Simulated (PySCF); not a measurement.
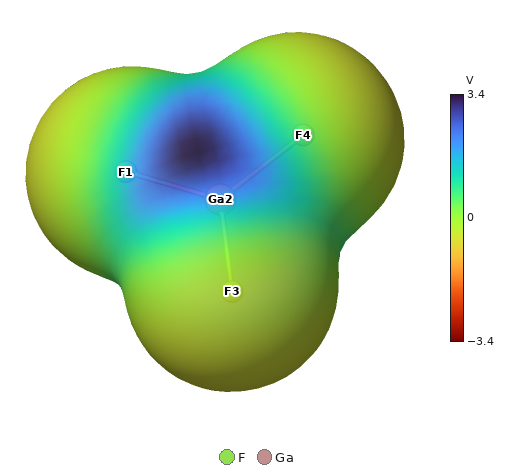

Figure 1: F₃Ga, SMILES `F[Ga](F)F`. Electrostatic potential on the surface of electron density 0.001 a.u.

Method: PBE/def2-TZVP; geometry: GFN2-xTB; program: PySCF. No frequency check shows the geometry to be a minimum. GFN2-xTB bond lengths at metals and heavier atoms can be off by up to 0.1 Å and shapes distorted, which carries into these values.

Where are the extremes of the potential on the surface?

Highest: 3.34 V, off the molecular plane, over Ga2 (1.8 Å), and at like points elsewhere. Lowest: −0.63 V, 1.6 Å from F4, and at like points elsewhere. The surface is sampled at points, so like sites can differ by a few per cent and only the strongest of them is named.

What volume does the surface enclose, and what is the dipole moment?

About 71 Å³; the dipole moment is 0.0 D.
